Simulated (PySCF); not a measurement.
Vertical excitations of a molecule C3H8FNSi from TDA-LC-ωPBE/def2-SVPD in PySCF, as energy in eV (oscillator strength): 6.90 (0.005), 7.03 (0.008), 7.53 (0.007), 7.88 (0.633), 8.37 (0.029), 8.42 (0.072), 8.50 (0.053), 8.74 (0.105), 8.81 (0.006), 9.23 (0.005). Lowest triplet (TDA): 4.06 eV. The structure is a stationary point at ωB97X-D3(BJ)/def2-SVP. Other conformers were not sampled.

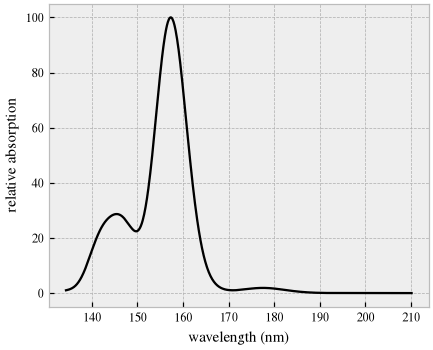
Figure. The lines broadened by 0.4 eV.

Task: Which molecule gave these data?
A. C=C[Si@H](F)NC
B. C[Si]1(F)CNC1
C. CN([SiH3])/C=C/F
D. C=C[Si@H](F)CN

Result: A, C=C[Si@H](F)NC
